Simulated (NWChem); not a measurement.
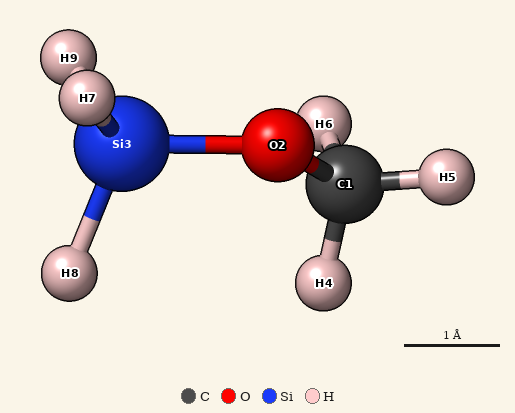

Figure 1. The structure (ball-and-stick view, seen at a tilt; atoms are numbered from 1 in the order of the input).

**Run report: CH6OSi, energy and gradient calculation (part 1 of 2)**

System: CH6OSi.
Method: B3LYP/6-311+G**, RKS (NWChem 7.2.2).

The geometry comes from this level: PBE0-D4/def2-TZVP.

Input file:
```
start ch6osi
memory 8000 mb
charge 0

geometry units angstrom noautosym nocenter noautoz
  C     -0.416000     1.012400    -0.799700
  O      0.634800     0.132000    -0.477800
  Si     0.510500    -0.985900     0.718500
  H     -1.314300     0.468400    -1.115000
  H     -0.089800     1.647800    -1.624600
  H     -0.677700     1.654100     0.050000
  H      1.799300    -1.713900     0.749100
  H     -0.611700    -1.929000     0.449700
  H      0.253300    -0.332200     2.032900
end

basis "ao basis" spherical
  * library 6-311+G**
end

basis "cd basis" spherical
  * library "dgauss a2 dft coulomb fitting"
end

dft
  xc b3lyp
  grid fine
  convergence energy 1e-08
  iterations 100
  mulliken
  noprint "final vectors analysis"
end

task dft gradient
```

Hardware: 56 threads of Arm Neoverse N1, 90 GiB of memory available, host not shared.

Run as:
```bash
nwchem ch6osi.nw > ch6osi.out
```

Log:
```
Northwest Computational Chemistry Package (NWChem) 7.2.2
             --------------------------------------------------------

           Job information
           ---------------

    nwchem branch   = 7.2.2
    use scalapack   = T
    input           = ch6osi.nw
    prefix          = ch6osi.
    data base       = ./ch6osi.db
    status          = startup
    nproc           =        1

           Memory information
           ------------------

    heap     =  262143998 doubles =   2000.0 Mbytes
    stack    =  262143995 doubles =   2000.0 Mbytes
    global   =  524288000 doubles =   4000.0 Mbytes (distinct from heap & stack)
    total    = 1048575993 doubles =   8000.0 Mbytes
    verify   = yes
    hardfail = no

           Directory information
           ---------------------

  0 permanent = .
  0 scratch   = .

                                NWChem Input Module
                                -------------------

 Scaling coordinates for geometry "geometry" by  1.889725989
 (inverse scale =  0.529177249)

                             Geometry "geometry" -> ""
                             -------------------------

 Output coordinates in angstroms (scale by  1.889725989 to convert to a.u.)

  No.       Tag          Charge          X              Y              Z
 ---- ---------------- ---------- -------------- -------------- --------------
    1 C                    6.0000    -0.41600000     1.01240000    -0.79970000
    2 O                    8.0000     0.63480000     0.13200000    -0.47780000
    3 Si                  14.0000     0.51050000    -0.98590000     0.71850000
    4 H                    1.0000    -1.31430000     0.46840000    -1.11500000
    5 H                    1.0000    -0.08980000     1.64780000    -1.62460000
    6 H                    1.0000    -0.67770000     1.65410000     0.05000000
    7 H                    1.0000     1.79930000    -1.71390000     0.74910000
    8 H                    1.0000    -0.61170000    -1.92900000     0.44970000
    9 H                    1.0000     0.25330000    -0.33220000     2.03290000

      Atomic Mass
      -----------

      C                 12.000000
      O                 15.994910
      Si                27.976930
      H                  1.007825

 Effective nuclear repulsion energy (a.u.)     118.2124035970

            Nuclear Dipole moment (a.u.)
            ----------------------------
        X                 Y               Z
 ---------------- ---------------- ----------------
    17.1747746472   -12.9956456235     3.7426023204

            XYZ format geometry
            -------------------
     9
 geometry
 C                    -0.41600000     1.01240000    -0.79970000
 O                     0.63480000     0.13200000    -0.47780000
 Si                    0.51050000    -0.98590000     0.71850000
 H                    -1.31430000     0.46840000    -1.11500000
 H                    -0.08980000     1.64780000    -1.62460000
 H                    -0.67770000     1.65410000     0.05000000
 H                     1.79930000    -1.71390000     0.74910000
 H                    -0.61170000    -1.92900000     0.44970000
 H                     0.25330000    -0.33220000     2.03290000

 ==============================================================================
                                internuclear distances
 ------------------------------------------------------------------------------
       center one      |      center two      | atomic units |  angstroms
 ------------------------------------------------------------------------------
    2 O                |   1 C                |     2.66103  |     1.40816
    3 Si               |   2 O                |     3.10300  |     1.64204
    4 H                |   1 C                |     2.07207  |     1.09649
    5 H                |   1 C                |     2.06197  |     1.09115
    6 H                |   1 C                |     2.07204  |     1.09647
    7 H                |   3 Si               |     2.79777  |     1.48052
    8 H                |   3 Si               |     2.81628  |     1.49031
    9 H                |   3 Si               |     2.81634  |     1.49034
 ------------------------------------------------------------------------------
                         number of included internuclear distances:          8
 ==============================================================================

 ==============================================================================
                                 internuclear angles
 ------------------------------------------------------------------------------
        center 1       |       center 2       |       center 3       |  degrees
 ------------------------------------------------------------------------------
    2 O                |   1 C                |   4 H                |   111.52
    2 O                |   1 C                |   5 H                |   108.29
    2 O                |   1 C                |   6 H                |   111.52
    4 H                |   1 C                |   5 H                |   108.45
    4 H                |   1 C                |   6 H                |   108.52
    5 H                |   1 C                |   6 H                |   108.45
    1 C                |   2 O                |   3 Si               |   122.39
    2 O                |   3 Si               |   7 H                |   106.49
    2 O                |   3 Si               |   8 H                |   110.88
    2 O                |   3 Si               |   9 H                |   110.92
    7 H                |   3 Si               |   8 H                |   110.37
    7 H                |   3 Si               |   9 H                |   110.35
    8 H                |   3 Si               |   9 H                |   107.86
 ------------------------------------------------------------------------------
                            number of included internuclear angles:         13
 ==============================================================================

 Summary of "ao basis" -> "" (spherical)
 ------------------------------------------------------------------------------
       Tag                 Description            Shells   Functions and Types
 ---------------- ------------------------------  ------  ---------------------
 *                         6-311+G**                  on all atoms

 Summary of "cd basis" -> "" (spherical)
 ------------------------------------------------------------------------------
       Tag                 Description            Shells   Functions and Types
 ---------------- ------------------------------  ------  ---------------------
 *                dgauss a2 dft coulomb fitting       on all atoms

                                 NWChem DFT Module
                                 -----------------

                      Basis "ao basis" -> "ao basis" (spherical)
                      -----
  [basis functions not shown]

 Summary of "ao basis" -> "ao basis" (spherical)
 ------------------------------------------------------------------------------
       Tag                 Description            Shells   Functions and Types
 ---------------- ------------------------------  ------  ---------------------
 C                         6-311+G**                10       22   5s4p1d
 O                         6-311+G**                10       22   5s4p1d
 Si                        6-311+G**                14       30   7s6p1d
 H                         6-311+G**                 4        6   3s1p

                      Basis "cd basis" -> "cd basis" (spherical)
                      -----
  [basis functions not shown]

 Summary of "cd basis" -> "cd basis" (spherical)
 ------------------------------------------------------------------------------
       Tag                 Description            Shells   Functions and Types
 ---------------- ------------------------------  ------  ---------------------
 C                dgauss a2 dft coulomb fitting     16       40   8s4p4d
 O                dgauss a2 dft coulomb fitting     16       40   8s4p4d
 Si               dgauss a2 dft coulomb fitting     17       41   9s4p4d
 H                dgauss a2 dft coulomb fitting      6       12   4s1p1d

 Summary of "ao basis" -> "ao basis" (spherical)
 ------------------------------------------------------------------------------
       Tag                 Description            Shells   Functions and Types
 ---------------- ------------------------------  ------  ---------------------
 C                         6-311+G**                10       22   5s4p1d
 O                         6-311+G**                10       22   5s4p1d
 Si                        6-311+G**                14       30   7s6p1d
 H                         6-311+G**                 4        6   3s1p

  Caching 1-el integrals
  itol2e modified to match energy
  convergence criterion.
  tol_rho modified to match energy
  convergence criterion.

            General Information
            -------------------
          SCF calculation type: DFT
          Wavefunction type:  closed shell.
          No. of atoms     :     9
          No. of electrons :    34
           Alpha electrons :    17
            Beta electrons :    17
          Charge           :     0
          Spin multiplicity:     1
          Use of symmetry is: off; symmetry adaption is: off
          Maximum number of iterations: 100
          AO basis - number of functions:   110
                     number of shells:    58
          A Charge density fitting basis will be used.
          CD basis - number of functions:   193
                     number of shells:    85
          Convergence on energy requested:  1.00D-08
          Convergence on density requested:  1.00D-05
          Convergence on gradient requested:  5.00D-04

              XC Information
              --------------
                         B3LYP Method XC Potential
                     Hartree-Fock (Exact) Exchange  0.200
                        Slater Exchange Functional  0.800 local
                    Becke 1988 Exchange Functional  0.720 non-local
              Lee-Yang-Parr Correlation Functional  0.810
                  VWN I RPA Correlation Functional  0.190 local
```
